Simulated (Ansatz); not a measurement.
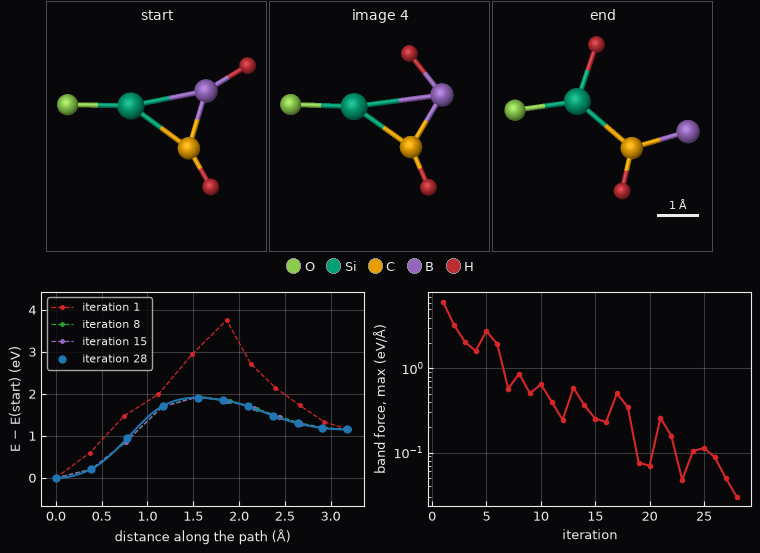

A nudged-elastic-band calculation for CH2BOSi (charge −1). Images are numbered from 0 (start) to 10 (end). The plot follows the band through its iterations. A ball-and-stick model, seen face on.

Computed with RKS BLYP-D4/def2-SVP in Ansatz 0.2.0. Settings: 9 movable images; climbing image; force threshold 0.05 eV/Å; iteration limit 60; optimiser L-BFGS; largest step 0.5 Å; starting path through a guess of the saddle point.

Judge this run.

Answer. The run is converged, with reservations. The band converged in 28 iterations. The largest component of the band force went from 6.2 to 0.03 eV/Å. The climbing image converged on the top of the path. Its curvatures weren't checked. The step length is far from the usual. The first iteration put the highest image at 3.75 eV. The energy climbs by 1.91 eV to image 4 and then falls by 0.76 eV, so the end point sits at +1.15 eV.

Limits of the set-up: the basis has no diffuse functions, which an anion needs.

The run took 5.5 min on 1 thread of Arm Neoverse V2, with other jobs on the host, peak memory 0.12 GiB.
